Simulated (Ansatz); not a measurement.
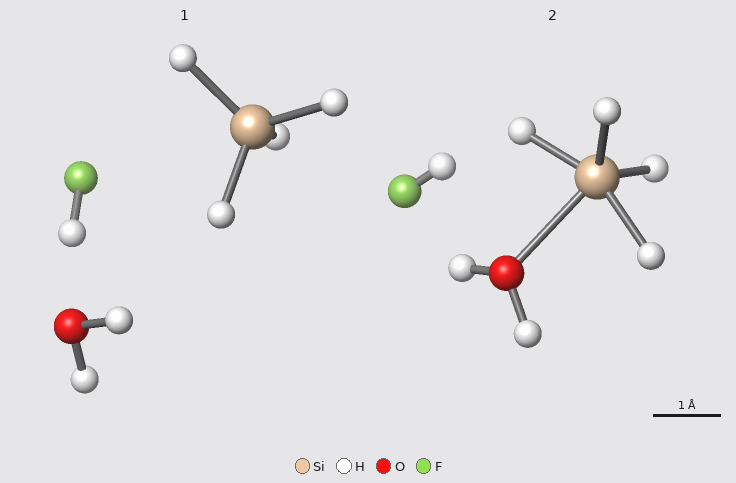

Two geometries of SiH₇OF (started from a transition state, displaced along its imaginary mode), drawn at one scale. One is the start of a relaxation, the other its converged end. A ball-and-stick model, seen from a free direction.

Theory: RKS PBE0-D4/def2-TZVP in Ansatz 0.2.0. Settings: force threshold 0.005 eV/Å; at most 200 steps.

**Which geometry has the lower energy?**

Structure 1 is the relaxed one. The energy falls by 427.8 kJ/mol in 37 accepted moves (43 points after the start). Largest force component: 25 eV/Å at the start, 0.0027 eV/Å at the end. The line search rejected the trial steps at points 4, 13, 18, 22, 26, 29 of the run. The largest move after the best rigid fit is that of an H atom, 1.70 Å. Largest moves by element: H 1.70 Å, O 1.33 Å, Si 0.83 Å, F 0.70 Å. Some distances before and after: O–Si 1.980 → 4.037 Å, F–H 0.712 → 0.947 Å, H–O 0.850 → 0.961 Å, H–Si 1.576 → 1.490 Å. Bonds break: O–Si (1.98 → 4.04 Å). Bond angles that change, for instance: H–Si–H 157.7° → 109.8°, H–Si–H 95.1° → 111.9°, H–Si–H 93.2° → 109.4°. The run took of the order of 3 core-minutes on a shared host.
